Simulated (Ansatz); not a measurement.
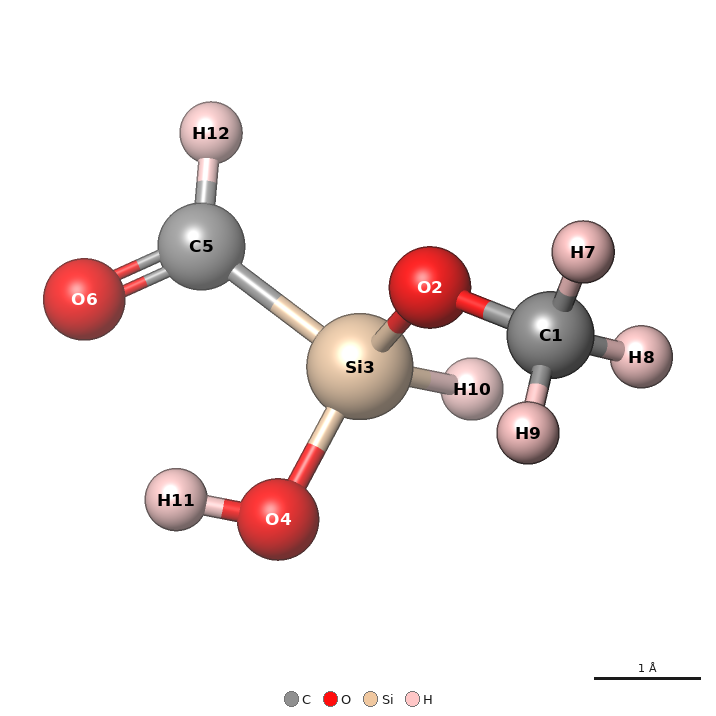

Orthographic view. Depth is shown by fading: the farther an atom, the more it takes the colour of the background. The computed structure is the end point of a PBE-D4/def2-SVP optimisation. No frequency run is at hand to confirm it as a minimum.

Give the geometry as a Z-matrix, atoms in numerical order, with these reference atoms: 2 to 1; 3 to 2, 1; 4 to 3, 2, 1; 5 to 3, 4, 2; 6 to 5, 3, 4; 7 to 1, 2, 3; 8 to 1, 7, 2; 9 to 1, 7, 8; 10 to 3, 4, 5; 11 to 4, 3, 10; 12 to 5, 6, 11.

```
C  
O    1   1.418
Si   2   1.670   1   125.2
O    3   1.669   2   115.7   1    71.0
C    3   1.941   4   101.0   2  -111.2
O    5   1.225   3   115.7   4     6.4
H    1   1.108   2   108.7   3   169.9
H    1   1.114   7   108.0   2   121.9
H    1   1.112   7   108.1   8   116.7
H    3   1.501   4   109.1   5  -124.8
H    4   0.985   3   107.3  10  -136.7
H    5   1.134   6   119.8  11  -179.1
```
